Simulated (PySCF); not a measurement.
```xyz
14
charge 0, multiplicity 1
C     1.3337   -1.0433   -0.0724
C     1.3103    0.3102   -0.0578
O     0.1487    1.0061    0.0665
C    -1.1146    0.2889    0.0602
C    -0.9749   -1.0216    0.6473
C     0.1302   -1.8757    0.0937
H     2.2992   -1.4348   -0.0765
H     2.1644    0.9892   -0.0675
H    -1.8027    0.9357    0.4735
H    -1.3352    0.1437   -1.0899
H    -1.8828   -1.5994    0.5267
H    -0.8173   -1.0136    1.7450
H    -0.0851   -2.2596   -0.9208
H     0.2627   -2.6591    0.8579
```

Geometry: a frame of a GFN2-xTB molecular-dynamics simulation, not a minimum.

Describe the molecule in this file.

It has 14 atoms: 5 carbon, 8 hydrogen and 1 oxygen (C5H8O). SMILES: `C1=COCCC1`. Independent rings (smallest set): 1 of 6 members. Among its groups: ether, alkene. Coordination: 2 C trigonal planar; 1 O bent; 3 C tetrahedral.

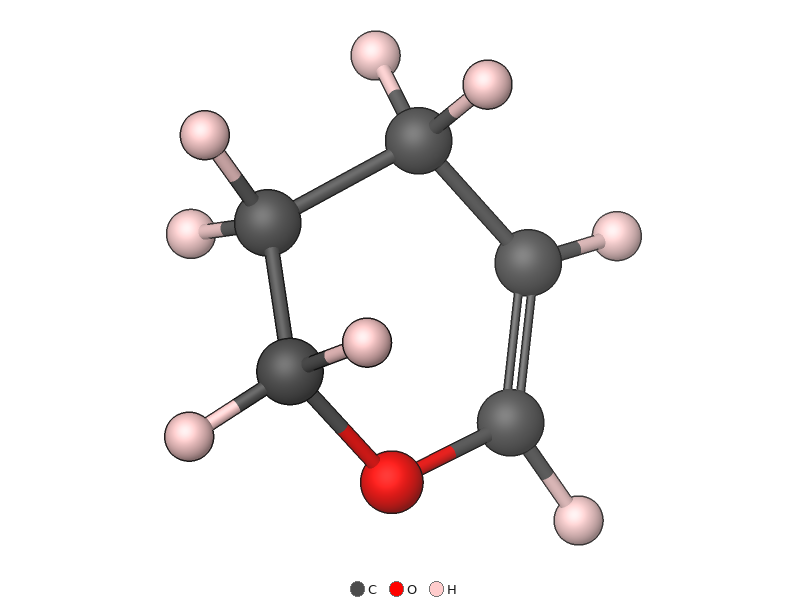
